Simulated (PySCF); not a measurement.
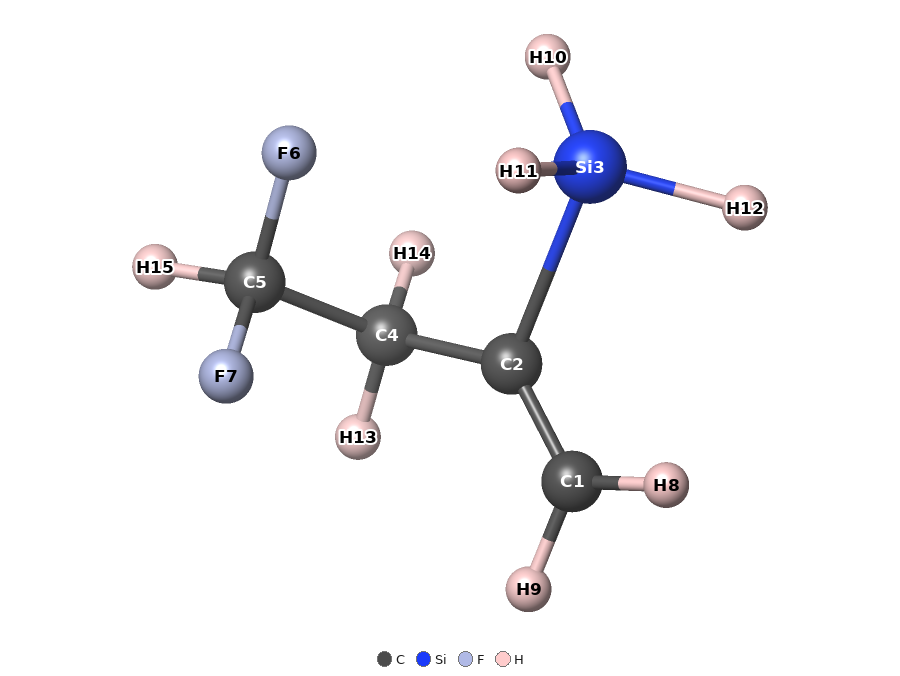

The species has charge +1 and is a spin doublet. The computed structure is the end point of a GFN2-xTB optimisation. No frequency run is at hand to confirm it as a minimum. Computed with UKS B3LYP, pcH-1 on C F H Si, non-relativistic (PySCF 2.14.0). Fermi-contact and spin-dipolar terms alone, no spin-orbit part.

**Which nucleus has the largest dipolar (anisotropic) hyperfine coupling?**

13C at C2: principal values −51.4, −42.6, 94.0 MHz.

List the isotropic and dipolar parts for the most strongly coupled nuclei, one of each equivalent set.

```json
{"atom": "C2", "isotope": "13C", "a_iso (MHz)": "38.8", "dipolar part (MHz)": "−51.4, −42.6, 94.0"}
{"atom": "F6", "isotope": "19F", "a_iso (MHz)": "6.6", "dipolar part (MHz)": "−25.9, −24.7, 50.6"}
{"atom": "Si3", "isotope": "29Si", "a_iso (MHz)": "8.0", "dipolar part (MHz)": "−49.9, 23.3, 26.6"}
{"atom": "C1", "isotope": "13C", "a_iso (MHz)": "1.0", "dipolar part (MHz)": "−22.2, −15.1, 37.3"}
{"atom": "C4", "isotope": "13C", "a_iso (MHz)": "4.5", "dipolar part (MHz)": "−11.0, −8.7, 19.7"}
{"atom": "H9", "isotope": "1H", "a_iso (MHz)": "140.4", "dipolar part (MHz)": "−10.6, −7.5, 18.1"}
{"atom": "H8", "isotope": "1H", "a_iso (MHz)": "62.3", "dipolar part (MHz)": "−9.6, −8.3, 17.9"}
{"atom": "H14", "isotope": "1H", "a_iso (MHz)": "62.0", "dipolar part (MHz)": "−7.1, −6.0, 13.1"}
```

The geometry is semi-empirical. Around Si such bond lengths and angles can be off by a tenth of an ångström or more and by several degrees, and values that hang on the shape move with them.
